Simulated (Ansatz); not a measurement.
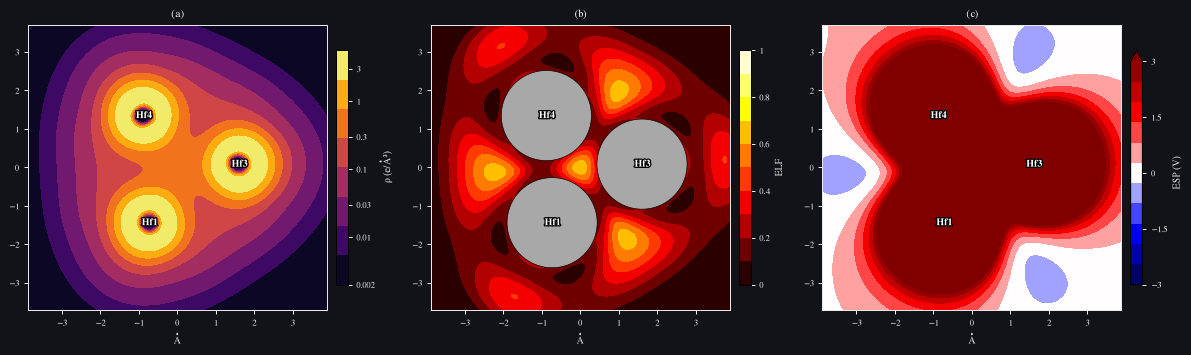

The picture shows: Hf₄. (a) electron density; (b) ELF; (c) electrostatic potential on the plane of atoms Hf1, Hf4 and Hf3. Grey discs cover the atomic cores in the ELF map.

Geometry: PBE-D4/def2-SVP; core potentials replace the inner electrons of Hf.

These are results of Ansatz, RKS PBE0-D4/def2-TZVP, not measurements.

```csv
atom,x (Å),y (Å),z (Å)
Hf,-0.9876,-1.2277,-0.6563
Hf,0.9405,0.6981,-1.2416
Hf,1.0294,-0.6705,1.1850
Hf,-0.9823,1.2001,0.7128
```

### What do the fields say about this system?

The plane passes through Hf nuclei.
Hf–Hf (2.79 Å): the density is about 0.3 e/Å³ at the midpoint; the ELF is about 0.20 at the midpoint.
Outside the dense part of the molecule the potential is most negative (−0.4 V) near Hf1, Hf3 and Hf4.
